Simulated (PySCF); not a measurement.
# C2H6AlCl, SMILES `C[Al](C)Cl`: electronic structure

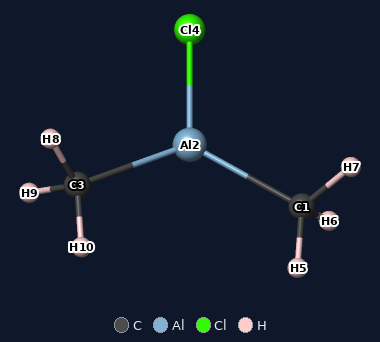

The molecule, with its atoms numbered as below. No frequency check shows the geometry to be a minimum.

Cartesian coordinates (Å):

```
C1      -1.2704    1.7737   -0.0002
Al2     -0.3604    0.0003   -0.0001
C3      -1.2649   -1.7764   -0.0005
Cl4      1.6785    0.0006    0.0004
H5      -2.3597    1.7042   -0.0019
H6      -0.9848    2.3692    0.8735
H7      -0.9722    2.3749   -0.8737
H8      -0.9770   -2.3710   -0.8740
H9      -0.9896   -2.3655    0.8732
H10     -2.3544   -1.7103    0.0007
```

## 1. Bonding charge

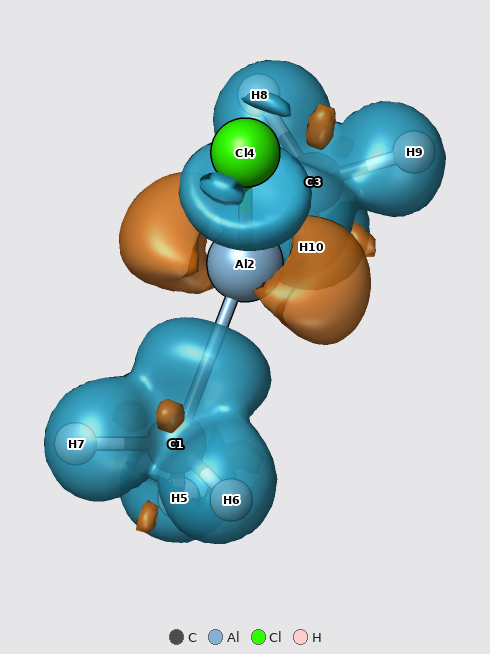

Deformation density (molecule less spherical, spin-averaged free atoms at the same positions), surfaces at ±0.06 e/Å³; light blue: gain, orange: loss.

Method: B3LYP/def2-SVP; geometry: GFN2-xTB; program: PySCF.

> How much density has each bond gained at its critical point, relative to the free atoms?

C1–H5 and C3–H10: +0.62 e/Å³ at the bond critical point (bond length 1.09 Å, Mayer order 1.0). C3–H9, C1–H6 and C3–H8: +0.60 e/Å³ at the bond critical point (bond length 1.09 Å, Mayer order 1.0). C1–H7: +0.59 e/Å³ at the bond critical point (bond length 1.10 Å, Mayer order 1.0). C1–Al2 and Al2–C3: +0.13 e/Å³ at the bond critical point (bond length 1.99 Å, Mayer order 0.9). Al2–Cl4: +0.04 e/Å³ at the bond critical point (bond length 2.04 Å, Mayer order 1.2). In all, 2.1 electrons gather in the regions of gain relative to the promolecule. A small or negative value marks a very polar bond, one between electron-rich atoms, whose free-atom densities already overlap strongly, a long bond to a heavier atom, or a closed-shell contact such as a hydrogen bond.

> Where do the Hirshfeld charges lie?

The highest Hirshfeld charge is on Al2 (+0.54 e), the lowest on C1 and C3 (−0.26 e).

## 2. Bond critical points

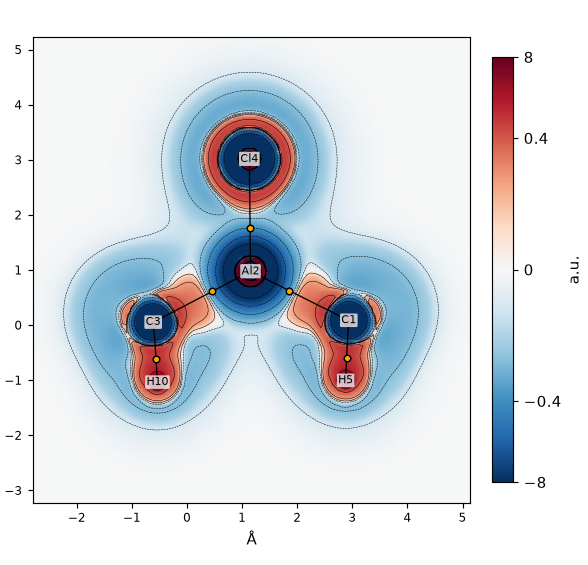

Negative Laplacian of the density (−∇²ρ) in the plane of C1, Al2, C3, Cl4, H5 and H10 (red positive, blue negative, colour scale in a.u., logarithmic beyond ±0.04), with bond paths and bond critical points (dots).

> Sort the bonds in the plane by the sign of ∇²ρ at their critical points.

Concentrated (∇²ρ < 0): C1–H5 and C3–H10 (−0.94 a.u.). Depleted (∇²ρ > 0): C1–Al2 and Al2–C3 (+0.30 a.u., H = −0.021); Al2–Cl4 (+0.40 a.u., H = −0.012).

> Where along C1–H5 does the critical point lie?

0.68 Å from C1 and 0.41 Å from H5.

## 3. Local ionisation energy

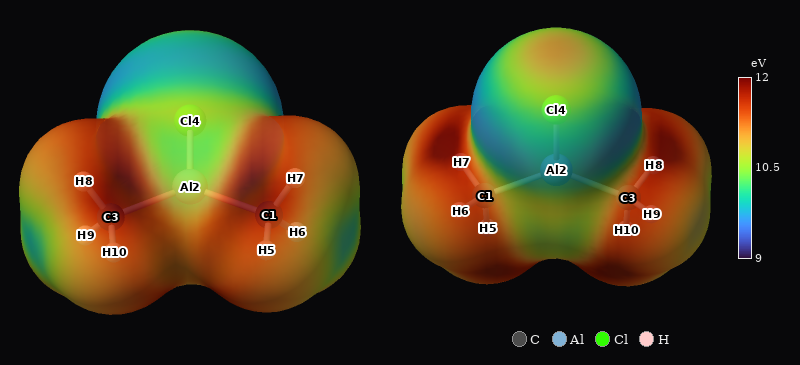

Average local ionisation energy on the surface of electron density 0.001 a.u. (back view left, front view right).

> Where are the most loosely bound electrons on this surface?

The lowest value is 9.7 eV, 2.1 Å from Cl4, and at like points elsewhere. Further minima include 9.9 eV, near H8 (1.79 Å), H9 (1.86 Å), H10 (1.89 Å) and C3 (1.96 Å), and at like points elsewhere; 10.4 eV, over Al2, off the plane of its three bonds (2.0 Å), and at like points elsewhere. For comparison, the highest occupied orbital lies at −7.5 eV.

> What volume does the surface enclose, and what is the dipole moment?

About 123 Å³; the dipole moment is 1.4 D.

## 4. Excited states

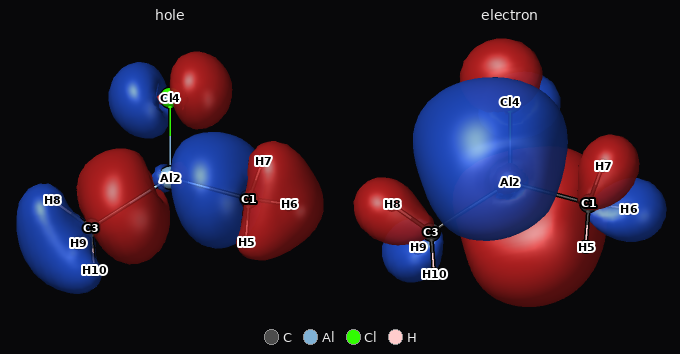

Leading natural transition orbital pair of T₁ (full linear response triplet states); the surfaces enclose about 85 % of each orbital's density.

Computed with PySCF, B3LYP/6-311+G**, geometry: GFN2-xTB.

> Characterise the state.

5.22 eV (237 nm), spin-forbidden from the singlet ground state, σ → empty p orbital of Al2; the leading pair carries 100 %; hole on C1 and C3 (27 % each), Al2 (18 %) and Cl4 (10 %), electron on Al2 (64 %), Cl4 (10 %) and C1 and C3 (7 % each); their centroids lie 0.4 Å apart. In canonical orbitals it is mainly HOMO → LUMO (98 %). The HOMO–LUMO gap is 6.67 eV.

## 5. Removing or adding an electron

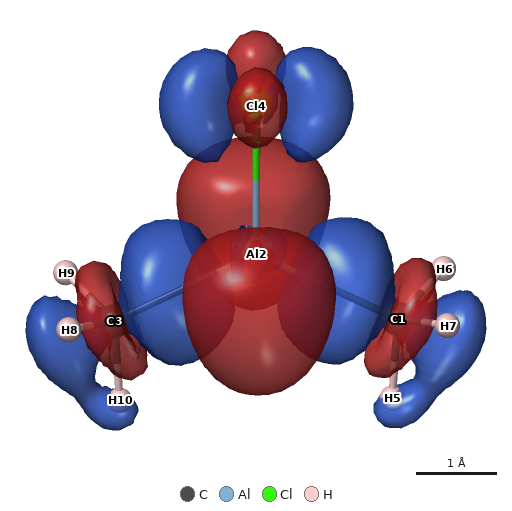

Dual descriptor f⁺ − f⁻ at ±0.02 e/Å³ (red positive, blue negative).

Level of theory: TPSS/def2-TZVP (PySCF), at a geometry from GFN2-xTB.

> Which atoms come out as electrophilic, and which as nucleophilic?

Electrophilic (positive): Al2 (+0.38). Nucleophilic (negative): C1 and C3 (−0.10) and Cl4 (−0.08). f⁻ (Hirshfeld-condensed) is largest on Cl4 (0.22), Al2 (0.14) and C1 and C3 (0.14 each); the vertical ionisation energy is 9.46 eV (the stability of the cation's solution wasn't checked). f⁺ (Hirshfeld-condensed) is largest on Al2 (0.52); the vertical electron affinity is −0.82 eV (the stability of the anion's solution wasn't checked; negative, but this basis has no diffuse functions, so it doesn't show that the anion is unbound).

## 6. Localised orbitals

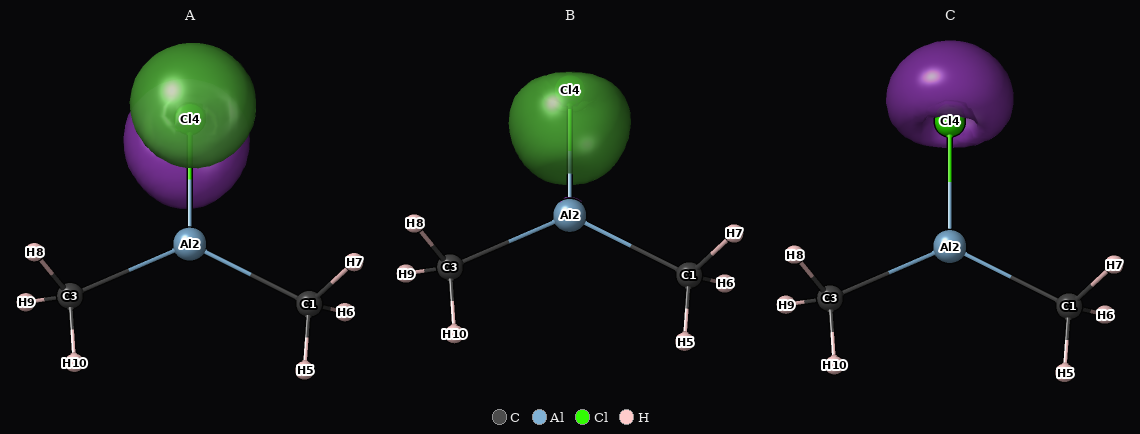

Intrinsic bond orbitals (IBO), occupied; each surface holds about 70 % of the orbital's density. Energies are diagonal elements of the Fock matrix.

Level of theory: PBE/aug-cc-pVDZ (PySCF), at a geometry from GFN2-xTB.

> What does each orbital represent in a Lewis picture?

By panel:
- A: lone pair on Cl4 (p-type) (Cl4 93 %, Al2 7 %; −8.0 eV)
- B: σ bond Cl4–Al2 (Cl4 78 %, Al2 21 %; −15.7 eV)
- C: lone pair on Cl4 (sp0.8-type) (Cl4 99 %; −13.9 eV)

> Which has the smallest and which the largest spatial spread?

Smallest: B (0.89 Å); largest: A (1.17 Å).

> How do all the valence pairs divide up?

12 pairs: 9 σ bonds and 3 lone pairs.

## 7. Stretching a bond

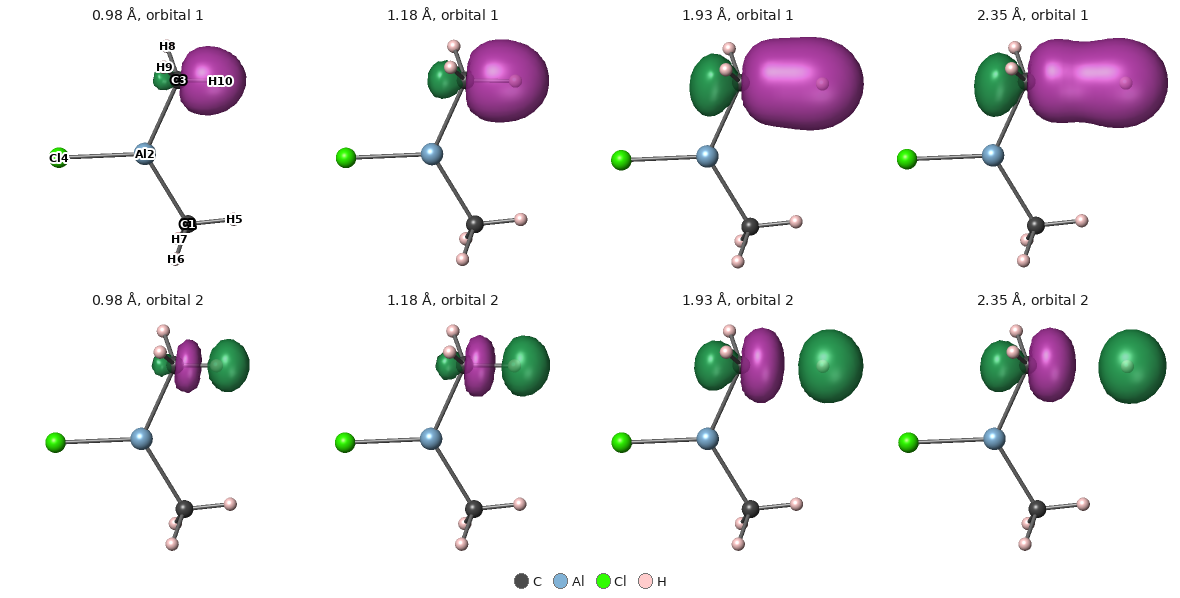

Rigid stretch of the C3–H10 bond. The two CASSCF(2,2) natural orbitals nearest half filling (orbital 1 the more occupied).

PySCF calculation, def2-SVP basis, gas phase; geometry: GFN2-xTB.

> How do the occupations change along the stretch?

0.98 Å: 1.99 and 0.01; 1.18 Å: 1.98 and 0.02; 1.93 Å: 1.83 and 0.17; 2.35 Å: 1.63 and 0.37. At the longest distance computed (3.00 Å) they are 1.30 and 0.70, and the effective number of unpaired electrons is 1.6.

> Where does the UHF solution part from RHF?

Between 1.66 Å (⟨S²⟩ = 0, the two coincide) and 1.93 Å (⟨S²⟩ = 0.56); at 3.00 Å ⟨S²⟩ is 0.99 and UHF lies 3.2 eV below RHF.

> How much energy does the stretch cost?

By CASSCF, 4.2 eV from the lowest point of the scan (1.07 Å) to 3.00 Å; RHF gives 7.1 eV from its own lowest point. The fragments aren't relaxed and dynamic correlation is missing, so this isn't a bond dissociation energy.
